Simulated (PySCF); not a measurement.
**C$_{7}$H$_{6}$BF$_{2}$N: density, localisation and related maps**

```
atom    x (Å)    y (Å)    z (Å)
   C  -3.0031   0.5819   0.6357
   N  -2.1412   1.0854  -0.1231
   C  -0.8021   0.7416  -0.0979
   C   0.1509   1.7625  -0.1283
   C   1.4962   1.4526  -0.1683
   C   1.9109   0.1331  -0.2093
   C   0.9769  -0.9091  -0.2067
   B   1.4316  -2.3921  -0.2637
   F   2.6997  -2.7584  -0.3116
   F   0.5834  -3.4059  -0.2607
   C  -0.3806  -0.5852  -0.1422
   H  -4.0337   0.8792   0.5047
   H  -2.7855  -0.1261   1.4405
   H  -0.1831   2.7883  -0.0983
   H   2.2273   2.2468  -0.1770
   H   2.9624  -0.1064  -0.2497
   H  -1.1171  -1.3760  -0.1541
```

Geometry: GFN2-xTB.

Theory: PBE0/pcSseg-1, SCF density, gas phase, non-relativistic in PySCF.

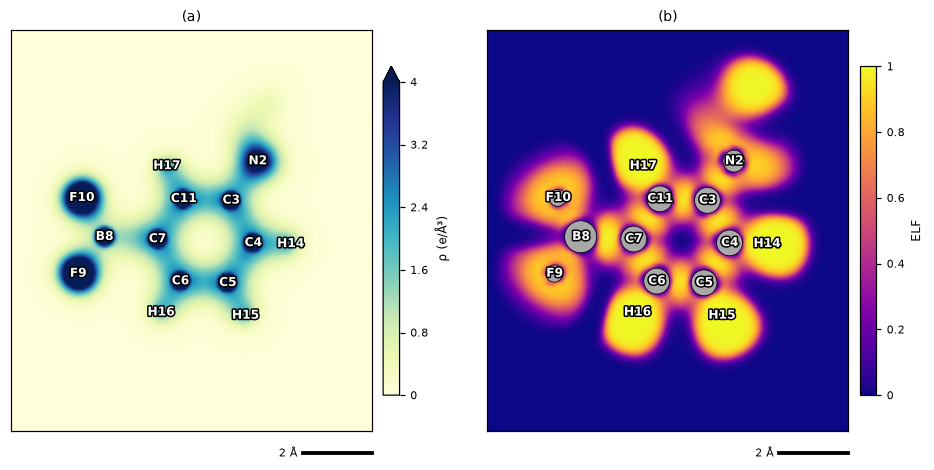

Figure 1. (a) total electron density; (b) electron localisation function on the plane of atoms C3, C4 and C5. Grey discs cover the atomic cores in the ELF map.

Question: What does the map show?

Answer: Atoms in the plane: N, C, B, F and H.
B–F (1.32 Å): ρ at the midpoint is about 2.2 e/Å³; the ELF peaks at about 0.85 between the atoms (a polar covalent bond).
C–C (1.38 Å): the density is about 2.1 e/Å³ at the midpoint; the ELF peaks at about 0.95 between the atoms; localised, covalent bonding.
C–B (1.55 Å): ρ is about 1.5 e/Å³ halfway; the ELF peaks at about 1 between the atoms: a shared electron pair.
C–H (1.08 Å): ρ is about 2.1 e/Å³ halfway; the ELF climbs to about 1 towards the hydrogen, as it does in any bond to H: a covalent bond by its length.
C–N (1.38 Å): ρ at the midpoint is about 2.2 e/Å³; the ELF peaks at about 0.95 between the atoms (localised, covalent bonding).
The ELF also peaks beside F9, F10 and N2, away from the bonds: lone-pair regions.

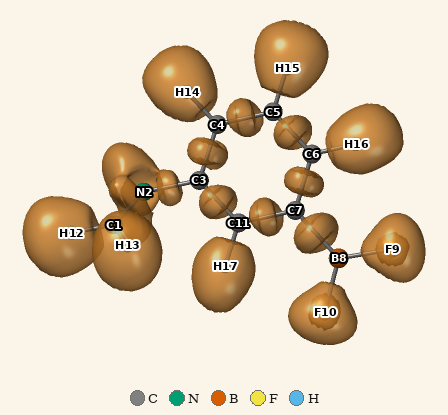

Figure 2. Isosurface of the ELF at 0.75 (orange), seen across its widest extent. Only the valence region is drawn (cores and ρ < 0.01 e/Å³ removed).

Question: Where are the electrons localised?

Answer: The ELF exceeds this value in one region between bonded B–C atoms (shared pairs), six regions between bonded C–C atoms (shared pairs), six regions around hydrogen nuclei, two regions on F in which the atom's valence shell and bonds are merged and one region on N in which the atom's valence shell and bonds are merged. Profiles from the grid: C–N (1.25 Å): the ELF peaks at about 0.90 between the atoms (a multiple bond).

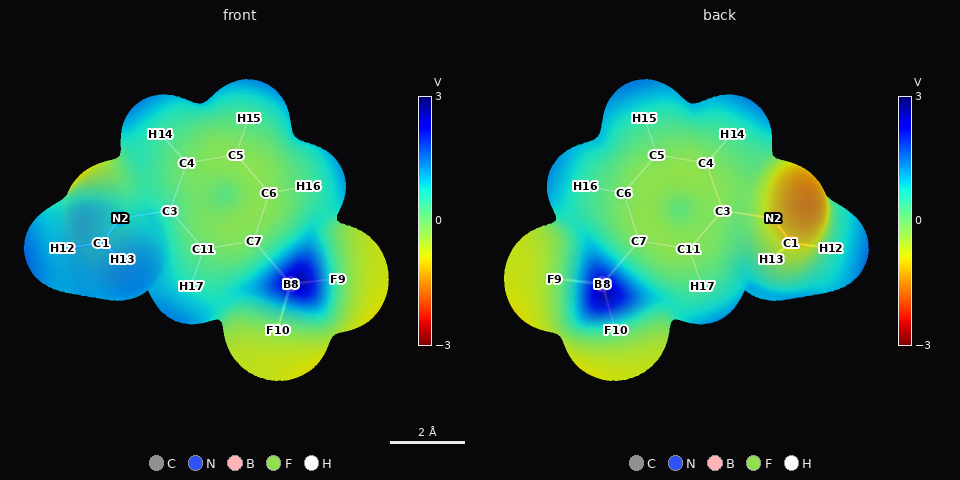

Figure 3. The molecular electrostatic potential painted on the density surface at 0.004 e/bohr³, seen from the front and from behind; the colour scale runs from red (negative) to blue (positive).

Question: Which sites attract a positive test charge, and which a negative one?

Answer: A positive charge is drawn to the negative regions and a negative charge to the positive ones. The most negative region (about −1.6 V) lies over N2, the most positive (about +2.4 V) over B8. N2 is the likeliest acceptor of a hydrogen bond.

Question: What dipole moment does the calculation give?

Answer: Its dipole moment is 2.21 D.
